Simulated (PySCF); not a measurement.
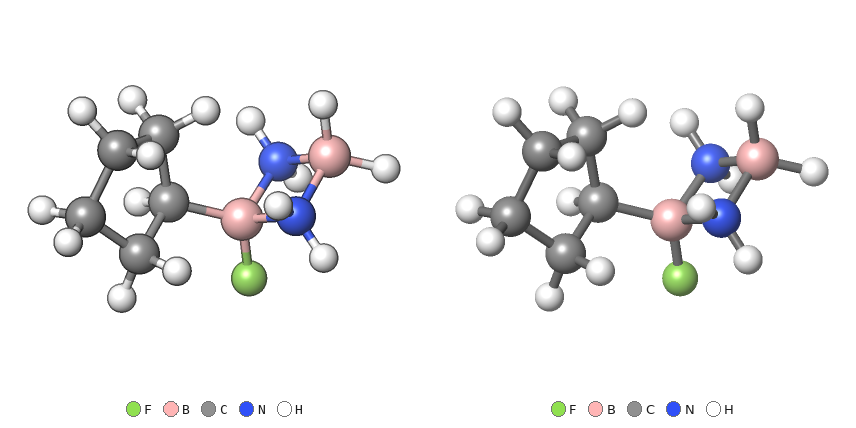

Two views of one molecule.

The computed structure is the end point of a PBE0-D3(BJ)/def2-SVP optimisation. No frequency run is at hand to confirm it as a minimum.

Question: What is the molecular formula?

Answer: C₅H₁₅B₂FN₂, 25 atoms: 5 carbon, 15 hydrogen, 2 boron, 1 fluorine and 2 nitrogen.

Question: What is the point group of this geometry?

Answer: C1.

Question: Name functional groups in it.

Answer: Among them: B–H bond.

Question: Does it have rings?

Answer: Independent rings (smallest set): 1 of 4 members, 1 of 5 members.

More results for the same structure follow; atom numbers are the same in all pictures, views and colours differ.

## Ring current

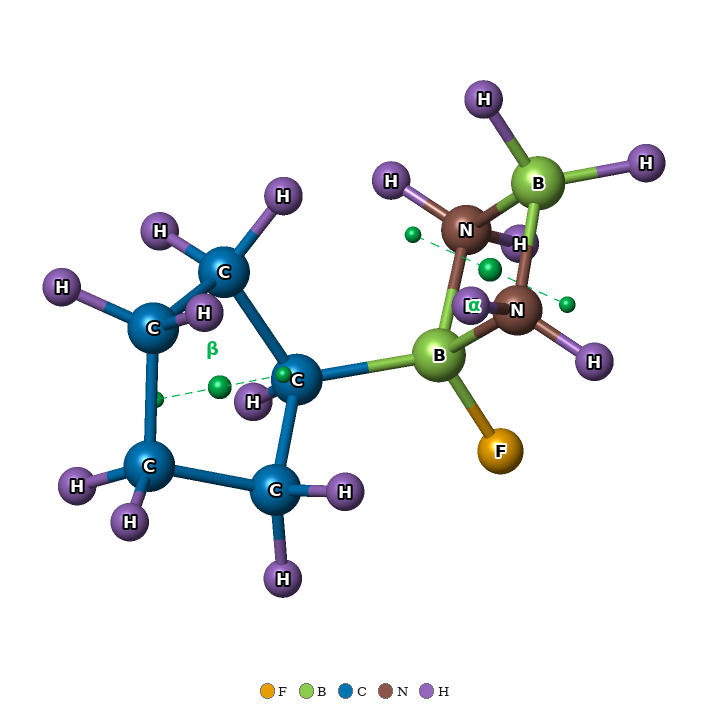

The small points mark where nucleus-independent chemical shifts (NICS) were computed: at the centre of each lettered ring and 1 Å above and below it. No frequency run is at hand to confirm it as a minimum. Method: GIAO PBE0/pcSseg-1 NMR shielding, non-relativistic, IEF-PCM methanol (PySCF 2.14.0).

Give NICS(0), NICS(1) and the out-of-plane component NICS(1)zz for each ring (means of the two sides).

| ring | members | NICS(0) | NICS(1) | NICS(1)zz |
| --- | --- | --- | --- | --- |
| α | B2N2 | −5.6 | −1.4 | −1.3 |
| β | C5 | −5.8 | −4.1 | −4.1 |

Values in ppm.

Question: What do the values say about the ring currents?

Answer: Ring β: weak, as in a non-aromatic ring. NICS is one index among several.

## NMR shielding

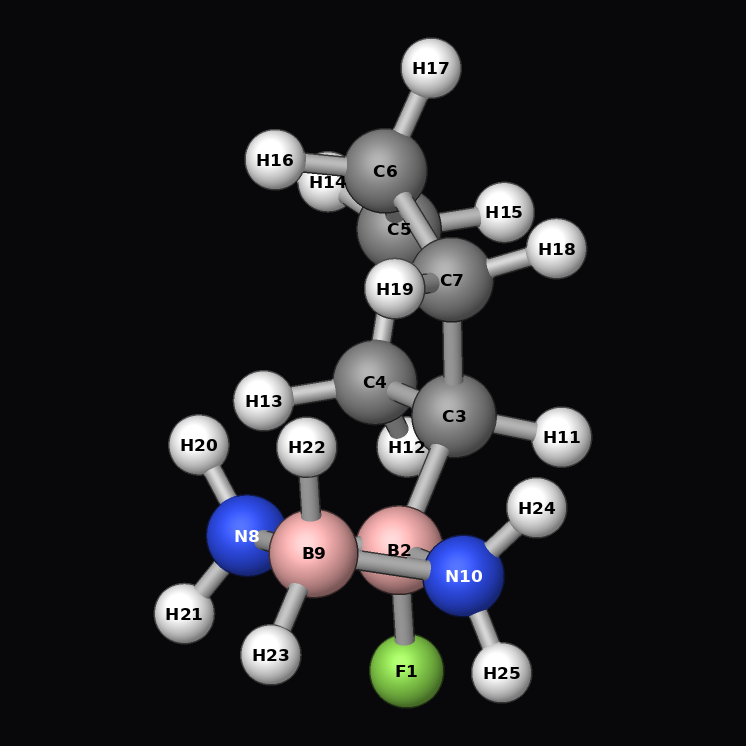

No frequency run is at hand to confirm it as a minimum. Properties computed with GIAO PBE0/pcSseg-1 NMR shielding, non-relativistic, IEF-PCM chloroform (PySCF 2.14.0). Principal shieldings σ11 ≤ σ22 ≤ σ33, span Ω = σ33 − σ11, skew κ = 3(σiso − σ22)/Ω.

Question: Which B atom has the most anisotropic shielding?

Answer: B2, with a span of 25 ppm.

Give the shielding tensors of the B atoms.

```json
{"atom": "B2", "σ11": "86.7", "σ22": "95.5", "σ33": "112.0", "σiso": "98.1", "Ω": "25.3", "κ": "0.31"}
{"atom": "B9", "σ11": "108.9", "σ22": "117.6", "σ33": "127.0", "σiso": "117.8", "Ω": "18.1", "κ": "0.04"}
```

Shieldings and span in ppm.

## Electronic properties

No frequency run is at hand to confirm it as a minimum. Properties computed with PBE0/pcSseg-1 in methanol (IEF-PCM) (PySCF 2.14.0).

Question: Give the HOMO energy (Kohn–Sham orbital) at this level.

Answer: −7.42 eV.

Question: Estimate the LUMO energy (Kohn–Sham orbital).

Answer: 1.19 eV.

Question: Estimate the dipole moment.

Answer: 1.07 D.
